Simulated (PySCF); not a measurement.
Consider C₆H₉P (SMILES C=CC1=CCPC1).

Input

```
{"job": {"kind": "uv", "xc": "B3LYP", "basis": "def2-SVPD", "nstates": 8, "ntriplets": 3}, "charge": 0, "multiplicity": 1}
C      2.633111    -0.227996    -0.407226
C      1.668617    -0.177836     0.505508
C      0.250698    -0.090891     0.224925
C     -0.695691    -0.121188     1.166189
C     -2.116261    -0.067466     0.707157
P     -2.055118     0.508221    -1.068858
C     -0.264952    -0.001399    -1.188407
H      2.428364    -0.210739    -1.464087
H      3.670065    -0.293574    -0.126253
H      1.923247    -0.204942     1.557794
H     -0.483685    -0.215183     2.220205
H     -2.573642    -1.063365     0.752994
H     -2.736275     0.599618     1.310458
H     -1.750202     1.836515    -0.724627
H      0.286610     0.717184    -1.797250
H     -0.192487    -0.978015    -1.679933
```

Run with:

```sh
OMP_NUM_THREADS=1 python probes_run.py task.json out
```

Geometry: GFN2-xTB.

Method: PySCF, B3LYP/def2-SVPD, SCF density, gas phase.

**Predict the electron density and electron localisation function between the atoms.**

C–C (1.33 Å): the density is about 2.3 e/Å³ at the midpoint; the ELF peaks at about 0.95 between the atoms (a multiple bond).
C–H (1.08 Å): the density is about 2 e/Å³ at the midpoint; the ELF climbs to about 1 towards the hydrogen, as it does in any bond to H: an ordinary covalent bond to hydrogen.
C–C (1.45 Å): ρ at the midpoint is about 1.9 e/Å³; the ELF peaks at about 0.95 between the atoms, as expected for localised, covalent bonding.
C–C (1.49 Å): the density is about 1.7 e/Å³ at the midpoint; the ELF peaks at about 0.95 between the atoms; a shared electron pair.

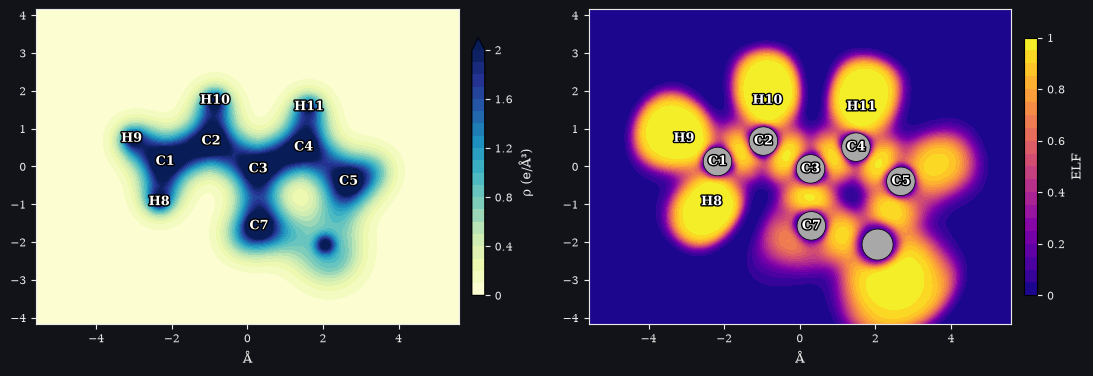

Computed electron density and electron localisation function on the plane of atoms C3, C2 and H10, in this order. Grey discs cover the atomic cores in the ELF map. 
